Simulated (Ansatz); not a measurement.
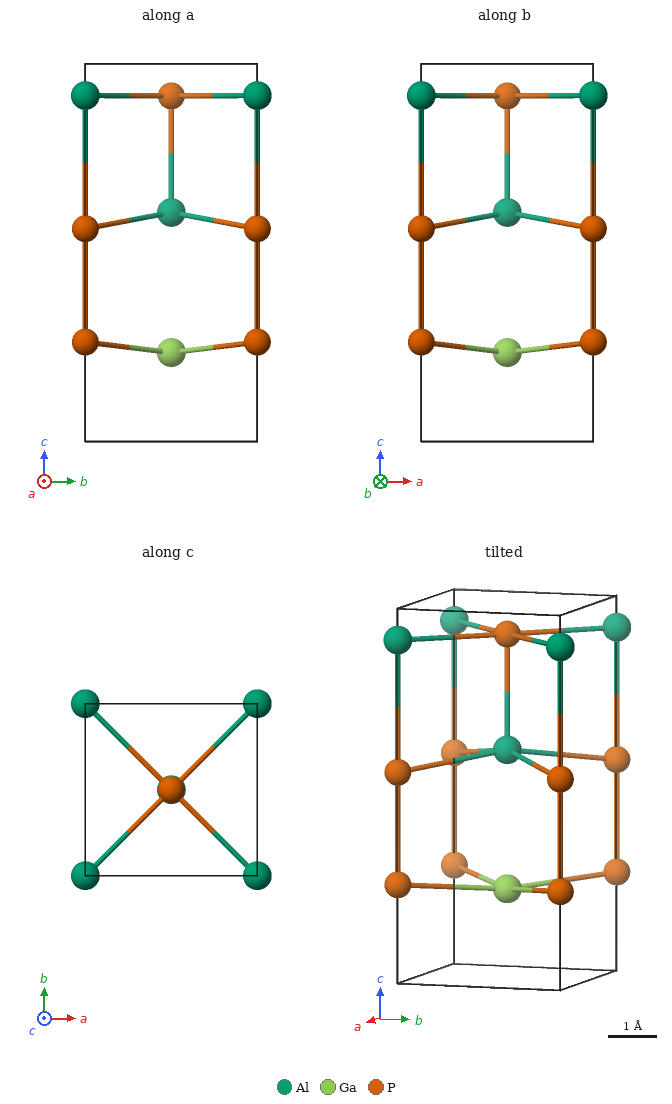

This ball-and-stick model is shown along the a axis, along the b axis, along the c axis and slightly off an axis. Atoms at the boundary of the conventional unit cell (the box) are drawn once for each face, edge or corner they touch.

Lattice parameters: a = 3.5996 Å, b = 3.5996 Å, c = 7.8997 Å, α = 90.000°, β = 90.000°, γ = 90.000°.

Record the structure as a CIF with its space group and independent sites, with free fractional coordinates to two decimals.

Answer.
```cif
data_structure
_symmetry_space_group_name_H-M 'P 4 m m'
_symmetry_Int_Tables_number 99
_cell_length_a 3.5996
_cell_length_b 3.5996
_cell_length_c 7.8997
_cell_angle_alpha 90.000
_cell_angle_beta 90.000
_cell_angle_gamma 90.000
_cell_volume 102.36
loop_
_atom_site_label
_atom_site_type_symbol
_atom_site_symmetry_multiplicity
_atom_site_Wyckoff_symbol
_atom_site_fract_x
_atom_site_fract_y
_atom_site_fract_z
_atom_site_occupancy
Al1 Al 1 a 0.00 0.00 0.92 1
Al2 Al 1 b 0.50 0.50 0.61 1
Ga1 Ga 1 b 0.50 0.50 0.24 1
P1 P 1 a 0.00 0.00 0.56 1
P2 P 1 a 0.00 0.00 0.26 1
P3 P 1 b 0.50 0.50 0.92 1
```

Its origin is a structure type filled with these elements by a generator (whether the compound takes this form wasn't checked). The final geometry of a relaxation with Ansatz, DFT PBE, scalar-relativistic, plane waves, PAW is shown.
